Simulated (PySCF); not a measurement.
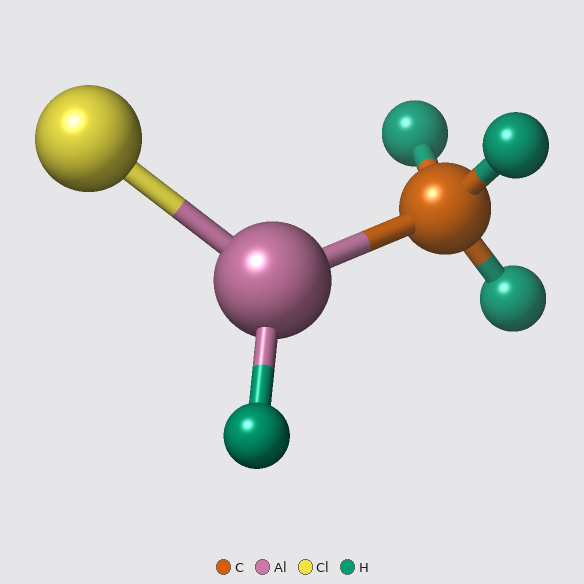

The computed structure is the end point of a PBE0-D3(BJ)/def2-SVP optimisation. No frequency run is at hand to confirm it as a minimum.

Draw it as a skeletal formula.

SMILES: [CH3][AlH][Cl]

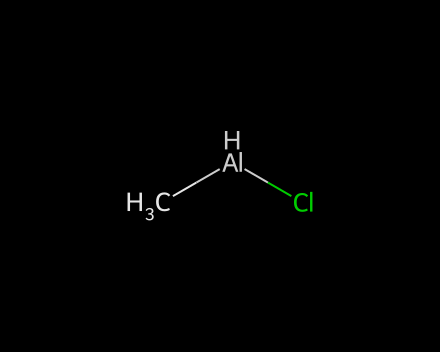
